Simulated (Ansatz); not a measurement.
**Ligand exchange: C3H8Mg + C2H11NSi2 → C3H9MgN + C2H10Si2**

Species: C3H8Mg `C[CH](C)[MgH]`, singlet; C2H11NSi2 `CC[SiH](N)[SiH3]`, singlet; C3H9MgN `C[CH](C)[Mg][NH2]`, singlet; C2H10Si2 `CC[SiH2][SiH3]`, singlet. The partners trade H for NH2: Mg–H and Si–NH2 bonds give way to Mg–NH2 and Si–H.

Shapes, held fixed at every level: PBE0-D4/def2-TZVP. Flexible molecules stand in one conformer, not always the lowest. Programs: Ansatz 0.2.0. Electronic energies: no zero-point or thermal term.

```csv
level,kind,ΔE (kJ/mol),less CCSD(T)/def2-TZVPP
HF/def2-SVP,Hartree–Fock,-18.7,-0.6
SPW92/def2-TZVPP,LDA,-10.7,+7.4
PBE-D4/def2-TZVPP,GGA,-15.7,+2.4
r2SCAN-D4/def2-TZVPP,meta-GGA,-16.8,+1.3
B3LYP-D4/def2-TZVPP,global hybrid,-13.5,+4.6
wB97M-V/def2-TZVPP,range-separated hybrid,-12.6,+5.5
CCSD/def2-SVP,coupled cluster or CI,-28.4,-10.3
CCSD(T)/def2-TZVPP,coupled cluster or CI,-18.1,0.0
```

The highest level, CCSD(T)/def2-TZVPP, gives ΔE = -18.1 kJ/mol; the levels span -28.4 to -10.7. The column of differences is taken from that level and isn't an error. No measured value is set beside it here. Outer-core shells of Mg are correlated in most correlated rows, in sets that cover them unevenly.

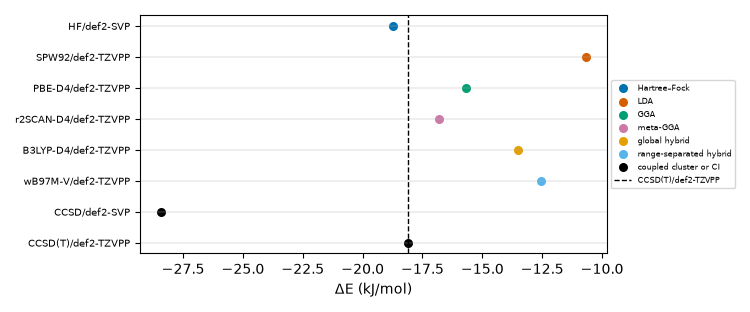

The values of the table, level by level.
